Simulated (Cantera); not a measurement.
Input: 1 mol BCl3, 120 mol H2, at 0.000170 bar.

Method: chemical equilibrium by Gibbs-energy minimisation in Cantera with the NASA 1993 tables (ideal gas, pure condensed phases). Candidate condensed phases: B; 13 gas species. The tables' values for BCl, BH2 are old estimates; treat these amounts as uncertain. The numbers say what is thermodynamically allowed, not how fast it happens.

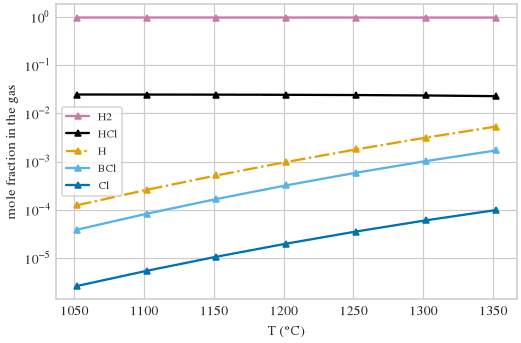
Fig. 1. Equilibrium gas composition (values under 1e-9 drawn at 1e-9)

Task: Read off the mole fractions at 1302 °C.

Result: H2 about 0.97, HCl about 0.024, H about 0.0031, BCl about 0.0010, Cl about 6.0e-5.
